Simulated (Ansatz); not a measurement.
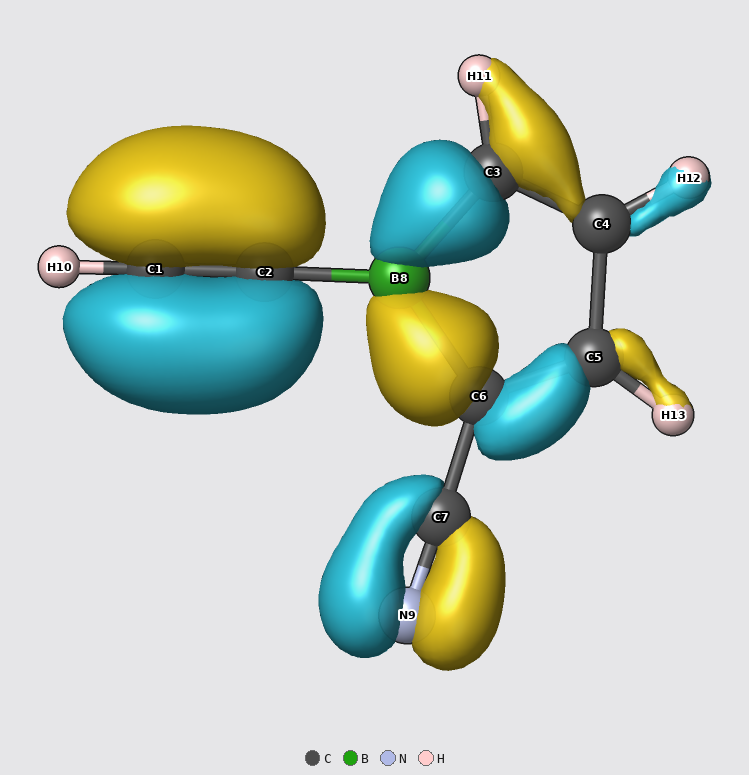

Figure. C₇H₄BN (SMILES C#CB1C=CC=C1C#N). The HOMO−1 at ±0.1 Å⁻³ᐟ² (yellow and cyan are the two phases), seen across its widest extent.

Geometry: PBE0-D3(BJ)/def2-SVP.

Theory: isolated molecule in a Gaussian basis; Kohn-Sham density functional theory, functional PBE0 in Ansatz 0.2.0.

```xyz
13

C    -0.1302   -2.8924    1.2459
C    -0.2858   -1.9701    0.4624
C     0.5461    0.2121   -1.0534
C    -0.1371    1.0150   -1.8928
C    -1.5772    0.6335   -1.9946
C    -1.8700   -0.4367   -1.2176
C    -3.1430   -1.0435   -1.0911
B    -0.4966   -0.8371   -0.5069
N    -4.1739   -1.5639   -0.9652
H     0.0015   -3.7073    1.9364
H     1.6093    0.3171   -0.8359
H     0.2708    1.8596   -2.4558
H    -2.2894    1.1699   -2.6278
```

### Where does this orbital lie, and at what energy?

Its weight (Hirshfeld) is mainly on C1 (about 35 %), C2 (about 25 %), C6 (about 5 %), B8 (about 5 %), N9 (about 5 %) and C3 (about 5 %); it is symmetric in the molecular plane (an in-plane orbital: σ, lone-pair or in-plane π type). Its energy is −8.44 eV.
